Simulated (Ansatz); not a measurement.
# AlBH₅N: geometry and vibrations

What shape does AlBH₅N take? The plan is to relax it, then compute its harmonic vibrations to see whether it is a minimum and to get the zero-point energy and entropy.

Program: Ansatz 0.2.0, Gaussian basis. Level of theory: RKS PBE0-D4/def2-TZVP. These are calculated values, not measurements.

The runs, in order: relaxation at PBE-D4/def2-SVP; relaxation at PBE0-D4/def2-TZVP; harmonic vibrations at the same level.

1 further run of the same task is left out (set aside as unsound or not needed).

## 1. The starting structure

8 atoms, charge 0, spin multiplicity 1.

Atoms are counted from 1 here; the program's logs count them from 0.

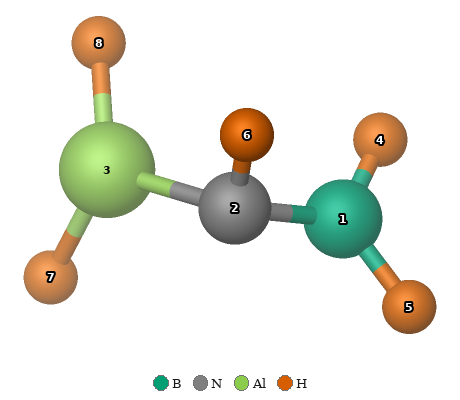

The starting geometry (boron teal, nitrogen grey, aluminium green, hydrogen orange); atoms are numbered from 1 in the order of the file.

The start is a force-field geometry with small random shifts, so a cheaper pass at PBE-D4/def2-SVP comes first.

## 2. Relaxation at PBE-D4/def2-SVP (cheap first pass)

File in.yaml:

```yaml
crystal:
  periodic: [false, false, false]
  atoms:
    - {symbol: B, position_ang: [-0.680400, 0.785500, -0.701800]}
    - {symbol: N, position_ang: [0.183800, 0.803400, 0.499600]}
    - {symbol: Al, position_ang: [0.948100, -0.930300, 0.578600]}
    - {symbol: H, position_ang: [-1.584600, 0.112600, -0.781800]}
    - {symbol: H, position_ang: [-0.607000, 1.678500, -1.536900]}
    - {symbol: H, position_ang: [-0.419600, 0.928700, 1.342500]}
    - {symbol: H, position_ang: [2.163500, -1.287900, -0.445500]}
    - {symbol: H, position_ang: [0.088400, -2.147700, 0.989600]}
basis:
  gaussian: {orbitals: def2-SVP}
hamiltonian: {xc: pbe, dispersion: d4}
relax: {f_tol: 0.03, max_steps: 200}
```

On the command line:

```bash
ansatz run in.yaml --threads 2 --pin off --events-out ev --progress --plain --max-ram 4352MiB
```

The log of the run (excerpt; [...] marks lines left out):

```text
Functional definition: PBE
  name "PBE"
  cite "Perdew, Burke & Ernzerhof, Phys. Rev. Lett. 77, 3865 (1996) doi:10.1103/PhysRevLett.77.3865"
  parent pbe
[...]
809 factors; their error is unknown
[...]
mean field -8832.98465335 eV, -324.6061987987 hartree, gradient 6.7e-5 eV, S^2 0.000000; 0 other end points of the search recorded, 0 dependent functions left out
[...]
reference -8832.98469452 eV, -324.6062003117 hartree; 15, 15 occupied and 56, 56 virtual orbitals, 809 factors
relax step   1: F+E_penalty+E_count = -8833.10141427 eV  Δ(F+E_penalty+E_count) = +0.000e0 eV  max|allowed force component| = 2.613e0 eV/Å  Δτ_max = 0.0000 Å  (24 SCF iters, accepted)
[...]
relax step   4: F+E_penalty+E_count = -8834.06076901 eV  Δ(F+E_penalty+E_count) = -2.366e-1 eV  max|allowed force component| = 8.149e-1 eV/Å  Δτ_max = 0.1951 Å  (27 SCF iters, accepted)
[...]
relax step   7: F+E_penalty+E_count = -8834.69308928 eV  Δ(F+E_penalty+E_count) = -1.704e-1 eV  max|allowed force component| = 4.306e-1 eV/Å  Δτ_max = 0.2000 Å  (26 SCF iters, accepted)
[...]
relax step  10: F+E_penalty+E_count = -8834.96988348 eV  Δ(F+E_penalty+E_count) = -5.650e-2 eV  max|allowed force component| = 2.219e-1 eV/Å  Δτ_max = 0.2000 Å  (26 SCF iters, accepted)
[...]
relax step  13: F+E_penalty+E_count = -8834.99149074 eV  Δ(F+E_penalty+E_count) = -6.295e-3 eV  max|allowed force component| = 6.458e-2 eV/Å  Δτ_max = 0.1000 Å  (26 SCF iters, accepted)
[...]
relax step  14: F+E_penalty+E_count = -8834.99265379 eV  Δ(F+E_penalty+E_count) = -1.163e-3 eV  max|allowed force component| = 8.667e-3 eV/Å  Δτ_max = 0.0347 Å  (26 SCF iters, accepted)
809 factors; their error is unknown
mean field -8834.87732223 eV, -324.6757530970 hartree, gradient 7.8e-6 eV, S^2 0.000000; 1 other end points of the search recorded, 0 dependent functions left out
[...]
reference -8834.87736309 eV, -324.6757545985 hartree; 15, 15 occupied and 56, 56 virtual orbitals, 809 factors
Total energy: -8834.99269465 eV, -324.6799929552 hartree
Atom 0 at    -0.747754     0.966798    -0.699704 Å, force     0.000373     0.002462    -0.003158 eV/Å
Atom 1 at    -0.448823     0.112932     0.389308 Å, force    -0.008667     0.001146     0.001645 eV/Å
Atom 2 at     0.993480    -1.008064     0.450338 Å, force     0.004006    -0.001038    -0.001658 eV/Å
Atom 3 at    -1.736101     1.682201    -0.678503 Å, force     0.000509    -0.000230     0.001743 eV/Å
Atom 4 at     0.003628     0.971702    -1.662453 Å, force     0.002521     0.000660     0.000962 eV/Å
Atom 5 at    -1.110759     0.141956     1.173891 Å, force     0.002777    -0.003495    -0.001281 eV/Å
Atom 6 at     2.002207    -0.999928    -0.778941 Å, force    -0.002559    -0.002142     0.000397 eV/Å
Atom 7 at     1.136323    -1.924797     1.750364 Å, force     0.001039     0.002636     0.001350 eV/Å
Dipole moment:    -0.020418    -0.155873     0.292140 e Å
```

It took 13 s on 2 threads of Arm Neoverse V2, shared host.

Relaxation path: (the energy doesn't fall at every step)

```tsv
step	energy from step 1 (eV)	largest force component (eV/Å)
1	0.0000	2.6132
2	-0.3802	1.9935
3	-0.7227	0.9085
4	-0.9594	0.8149
5	-1.2074	0.6556
6	-1.4213	0.5424
7	-1.5917	0.4306
8	-1.7193	0.3869
9	-1.8120	0.2875
10	-1.8685	0.2219
11	-1.8452	0.3743
12	-1.8838	0.0996
13	-1.8901	0.0646
14	-1.8912	0.0087
```

Close pairs (by a distance rule), those that changed most:

```tsv
bond	before (Å)	after (Å)	change (Å)
B1–H4	1.130	1.220	+0.090
N2–Al3	1.896	1.828	-0.069
B1–N2	1.480	1.416	-0.064
Al3–H8	1.546	1.597	+0.051
Al3–H7	1.629	1.590	-0.039
N2–H6	1.044	1.027	-0.017
B1–H5	1.225	1.221	-0.004
```

## 3. Optimising with PBE0-D4/def2-TZVP

File in.yaml:

```yaml
crystal:
  periodic: [false, false, false]
  atoms:
    - {symbol: B, position_ang: [-0.747754, 0.966798, -0.699704]}
    - {symbol: N, position_ang: [-0.448823, 0.112932, 0.389308]}
    - {symbol: Al, position_ang: [0.993480, -1.008064, 0.450338]}
    - {symbol: H, position_ang: [-1.736101, 1.682201, -0.678503]}
    - {symbol: H, position_ang: [0.003628, 0.971702, -1.662453]}
    - {symbol: H, position_ang: [-1.110759, 0.141956, 1.173891]}
    - {symbol: H, position_ang: [2.002207, -0.999928, -0.778941]}
    - {symbol: H, position_ang: [1.136323, -1.924797, 1.750364]}
basis:
  gaussian: {orbitals: def2-TZVP}
hamiltonian: {xc: pbe0, dispersion: d4}
relax: {f_tol: 0.005, max_steps: 150}
```

Launched as before.

The log of the run (excerpt; [...] marks lines left out):

```text
Functional definition: PBE0
  name "PBE0"
  cite "Adamo & Barone, J. Chem. Phys. 110, 6158 (1999) doi:10.1063/1.478522"
  cite "Perdew, Burke & Ernzerhof, Phys. Rev. Lett. 77, 3865 (1996) doi:10.1103/PhysRevLett.77.3865"
  parent pbe
[...]
823 factors; their error is unknown
[...]
mean field -8840.81599154 eV, -324.8939951686 hartree, gradient 6.2e-6 eV, S^2 0.000000; 0 other end points of the search recorded, 0 dependent functions left out
[...]
reference -8840.81602735 eV, -324.8939964846 hartree; 15, 15 occupied and 114, 114 virtual orbitals, 823 factors
relax step   1: F+E_penalty+E_count = -8840.91251265 eV  Δ(F+E_penalty+E_count) = +0.000e0 eV  max|allowed force component| = 5.022e-1 eV/Å  Δτ_max = 0.0000 Å  (25 SCF iters, accepted)
[...]
reference -8840.84312848 eV, -324.8949924330 hartree; 15, 15 occupied and 114, 114 virtual orbitals, 823 factors
Total energy: -8840.94014926 eV, -324.8985578807 hartree
Atom 0 at    -0.740057     0.961216    -0.693339 Å, force    -0.000306     0.001766    -0.002444 eV/Å
Atom 1 at    -0.448598     0.104424     0.379443 Å, force    -0.003066     0.001899     0.000027 eV/Å
Atom 2 at     0.977815    -0.996049     0.447095 Å, force     0.001824    -0.000744    -0.001341 eV/Å
Atom 3 at    -1.710020     1.667497    -0.670796 Å, force     0.001221    -0.000793    -0.000192 eV/Å
Atom 4 at     0.002591     0.973525    -1.637240 Å, force    -0.000024    -0.000402     0.001415 eV/Å
Atom 5 at    -1.101213     0.127210     1.151897 Å, force     0.001300    -0.001773     0.001137 eV/Å
Atom 6 at     1.974407    -1.002514    -0.774843 Å, force    -0.000954     0.000261     0.000214 eV/Å
Atom 7 at     1.137277    -1.892508     1.742083 Å, force     0.000006    -0.000215     0.001184 eV/Å
Dipole moment:    -0.026200    -0.135964     0.260220 e Å
```

Run time: 9.5 s. Hardware: 2 threads of Arm Neoverse V2, shared host.

Relaxation path:

```tsv
step	energy from step 1 (eV)	largest force component (eV/Å)
1	0.0000	0.5022
2	-0.0247	0.1859
3	-0.0275	0.0182
4	-0.0276	0.0054
5	-0.0276	0.0031
```

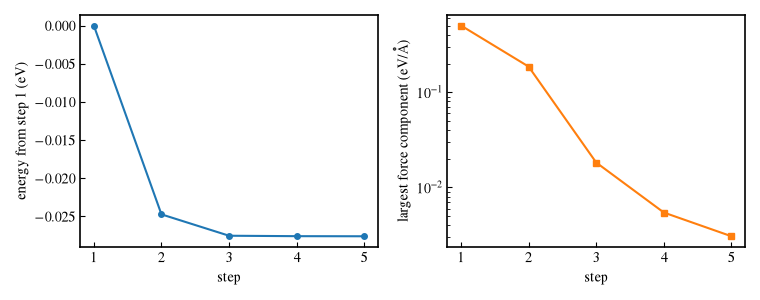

Energy and largest force along the relaxation.

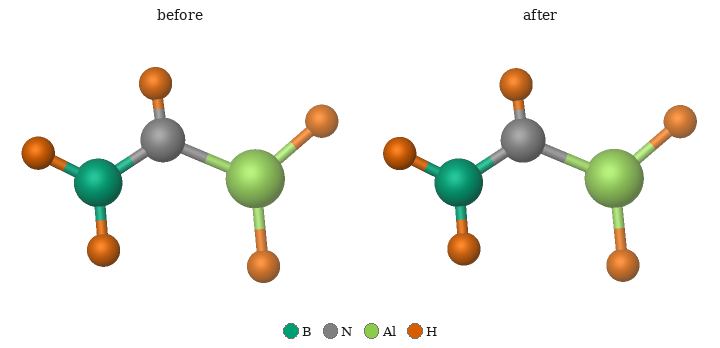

The geometry before (left) and after (right).

Close pairs (by a distance rule), those that changed most:

```tsv
bond	before (Å)	after (Å)	change (Å)
N2–Al3	1.828	1.803	-0.025
B1–H4	1.220	1.200	-0.020
B1–H5	1.221	1.201	-0.020
N2–H6	1.027	1.011	-0.015
Al3–H8	1.597	1.583	-0.014
Al3–H7	1.590	1.577	-0.013
B1–N2	1.416	1.404	-0.012
```

Mulliken charges at the end point, from the run's report:

```tsv
atom	value (e)
B1	-0.06
N2	-0.36
Al3	0.37
H4	0.00
H5	0.00
H6	0.23
H7	-0.08
H8	-0.10
```

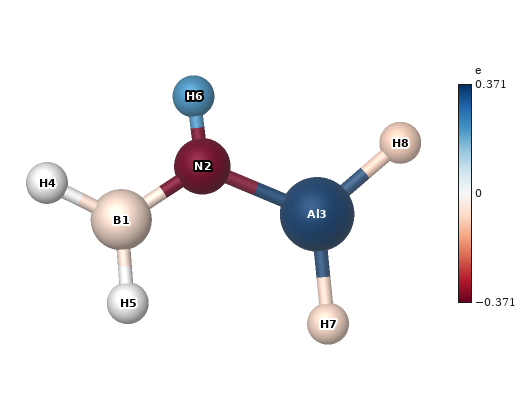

Mulliken charges at the end point, from the run's report, as colours on the atoms.

## 4. Vibrations by finite differences

File in.yaml:

```yaml
crystal:
  periodic: [false, false, false]
  atoms:
    - {symbol: B, position_ang: [-0.740057, 0.961216, -0.693339]}
    - {symbol: N, position_ang: [-0.448598, 0.104424, 0.379443]}
    - {symbol: Al, position_ang: [0.977815, -0.996049, 0.447095]}
    - {symbol: H, position_ang: [-1.710020, 1.667497, -0.670796]}
    - {symbol: H, position_ang: [0.002591, 0.973525, -1.637240]}
    - {symbol: H, position_ang: [-1.101213, 0.127210, 1.151897]}
    - {symbol: H, position_ang: [1.974407, -1.002514, -0.774843]}
    - {symbol: H, position_ang: [1.137277, -1.892508, 1.742083]}
basis:
  gaussian: {orbitals: def2-TZVP}
hamiltonian: {xc: pbe0, dispersion: d4}
phonons: {temperatures: {t_min: 298.15, t_max: 900, t_step: 200}}
```

Same command.

The log of the run (excerpt; [...] marks lines left out):

```text
Functional definition: PBE0
  name "PBE0"
  cite "Adamo & Barone, J. Chem. Phys. 110, 6158 (1999) doi:10.1063/1.478522"
  cite "Perdew, Burke & Ernzerhof, Phys. Rev. Lett. 77, 3865 (1996) doi:10.1103/PhysRevLett.77.3865"
  parent pbe
[...]
823 factors; their error is unknown
[...]
mean field -8840.84309302 eV, -324.8949911298 hartree, gradient 5.9e-6 eV, S^2 0.000000; 0 other end points of the search recorded, 0 dependent functions left out
[...]
reference -8840.84312877 eV, -324.8949924435 hartree; 15, 15 occupied and 114, 114 virtual orbitals, 823 factors
[...]
823 factors; their error is unknown
[...]
mean field -8840.84297880 eV, -324.8949869322 hartree, gradient 3.0e-6 eV, S^2 0.000000; 0 other end points of the search recorded, 0 dependent functions left out
[...]
reference -8840.84301454 eV, -324.8949882459 hartree; 15, 15 occupied and 114, 114 virtual orbitals, 823 factors
[...]
Atom 0 at    -0.740057     0.961216    -0.693339 Å, force    -0.000300     0.001785    -0.002483 eV/Å
Atom 1 at    -0.448598     0.104424     0.379443 Å, force    -0.003082     0.001884     0.000068 eV/Å
Atom 2 at     0.977815    -0.996049     0.447095 Å, force     0.001825    -0.000756    -0.001325 eV/Å
Atom 3 at    -1.710020     1.667497    -0.670796 Å, force     0.001219    -0.000793    -0.000191 eV/Å
Atom 4 at     0.002591     0.973525    -1.637240 Å, force    -0.000033    -0.000403     0.001428 eV/Å
Atom 5 at    -1.101213     0.127210     1.151897 Å, force     0.001317    -0.001773     0.001119 eV/Å
Atom 6 at     1.974407    -1.002514    -0.774843 Å, force    -0.000952     0.000263     0.000208 eV/Å
Atom 7 at     1.137277    -1.892508     1.742083 Å, force     0.000006    -0.000208     0.001176 eV/Å
Dipole moment:    -0.026200    -0.135964     0.260221 e Å
Vibrations: 159.24 220.94 317.72 522.74 614.25 689.14 781.33 856.71 939.54 1023.48 1167.02 1250.14 1377.02 1938.97 1966.33 2549.88 2626.86 3584.62 cm⁻¹, zero-point energy 1.400150 eV
```

Wall time 48 s (2 threads of Arm Neoverse V2, shared host).

Motions are named by where the mode's potential energy lies. The modes, unscaled (a negative number is an imaginary wavenumber):

```tsv
mode	cm⁻¹	motion
1	159	torsion
2	221	bend
3	318	torsion
4	523	bend
5	614	torsion with out-of-plane bend
6	689	Al–N stretch
7	781	bend
8	857	torsion
9	940	bend
10	1023	torsion with out-of-plane bend
11	1167	bend with B–N stretch
12	1250	bend
13	1377	B–N stretch with bend
14	1939	Al–H stretch
15	1966	Al–H stretch
16	2550	B–H stretch
17	2627	B–H stretch
18	3585	N–H stretch
```

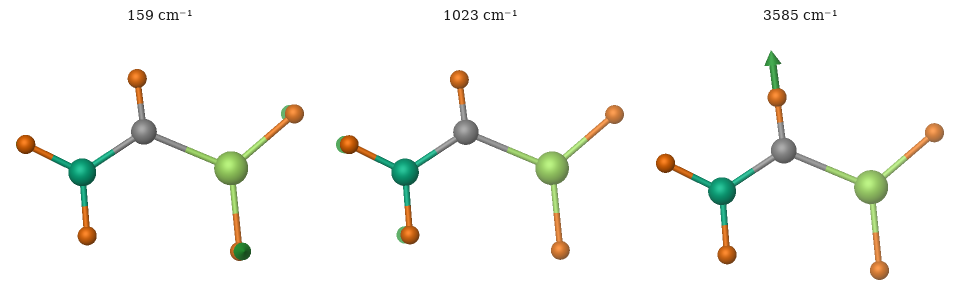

How the atoms move in 3 of the modes.

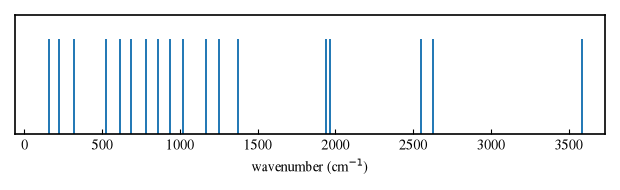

The harmonic wavenumbers as sticks (no intensities were computed).

From these modes and the moments of inertia (298.15 K, 1 bar, symmetry number 1):

```tsv
term	value
zero-point energy	135.1 kJ/mol
H(298) − E	151.1 kJ/mol
entropy, translation	159.2 J/(mol K)
entropy, rotation	97.1 J/(mol K)
entropy, vibration	33.0 J/(mol K)
entropy, total	289.3 J/(mol K)
```

## 5. What came out

| quantity | value |
| --- | --- |
| point group | Cs |
| steps | 14 + 5 |
| shift from the start (rms) | 0.957 Å |
| total energy | -8840.9401 eV |
| dispersion term | -97 meV |
| dipole moment | 1.42 D |
| lowest, highest wavenumber | 159, 3585 cm⁻¹ |
| zero-point energy | 135.1 kJ/mol |
| entropy at 298.15 K | 289.3 J/(mol K) |

What this shows: The atoms moved 0.96 Å (rms) from the start; the bond that changed most is N2–Al3, from 1.896 to 1.803 Å. All wavenumbers are real, so the end point is a minimum. The stiffest mode, 3585 cm⁻¹, is an N–H stretch. Harmonic hybrid wavenumbers usually lie a few per cent above measured fundamentals. The largest Mulliken charge, +0.37 e, sits on Al3.
